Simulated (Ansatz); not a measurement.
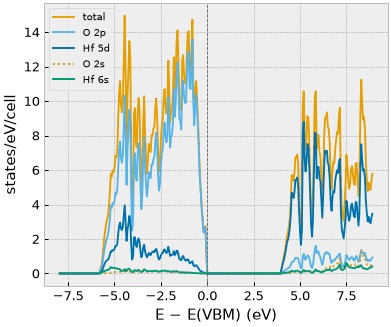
Figure. Total and projected density of states of HfO$_{2}$ in space group P2_1/c (No. 14; Hf on 4e, O on 4e, O on 4e), the program Ansatz at the LDA level (PAW)

Question: Which orbitals carry the states next to the gap?

Answer: Top 1 eV of the valence band: O 2p 93 %. Bottom 1 eV of the conduction band: Hf 5d 81 %, O 2p 13 %. Projections are on Löwdin-orthogonalised atomic valence shells; empty p or d shells of many metals are not among them.

Question: Where is the tallest occupied peak in this window, and what makes it?

Answer: Near -4.4 eV, about 15 states/eV per cell; the largest projected share is O 2p.

Symmetry was held in the LDA relaxation; of distortions, only those at the zone centre were tested. No spin polarisation was allowed. Scalar-relativistic: spin–orbit coupling is off unless named, which matters more the heavier the elements.

Potentials: the later of the program's two PAW sets.
